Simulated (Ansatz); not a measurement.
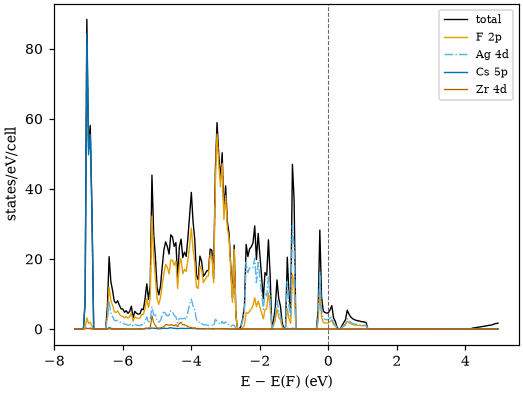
Figure: Total and projected density of states of Cs2ZrAg3F12 in space group R-3m (No. 166; Pearson symbol hR18), r²SCAN (plane waves, PAW; program Ansatz)

Q: Which orbitals carry the states next to the Fermi level?

A: Within 0.5 eV of the Fermi level: Ag 4d 58 %, F 2p 38 %. Projections are on Löwdin-orthogonalised atomic valence shells; empty p or d shells of many metals are not among them.

Q: Where is the tallest occupied peak in this window, and what makes it?

A: Near -7.0 eV, about 88 states/eV per cell; the largest projected share is Cs 5p.

The start of the workflow was typed in or built on a structure type; neither database checked (COD, Materials Project) lists it. Whether it is the stable phase at ambient conditions was not checked. The r²SCAN relaxation kept the symmetry of its start; its stability against distortions is not shown here. The run is not spin-polarised. With an odd number of electrons in the cell and no spin polarisation, the count alone makes it a metal. Scalar-relativistic: spin–orbit coupling is off unless named, which matters more the heavier the elements.

Potentials: the later of the program's two PAW sets.
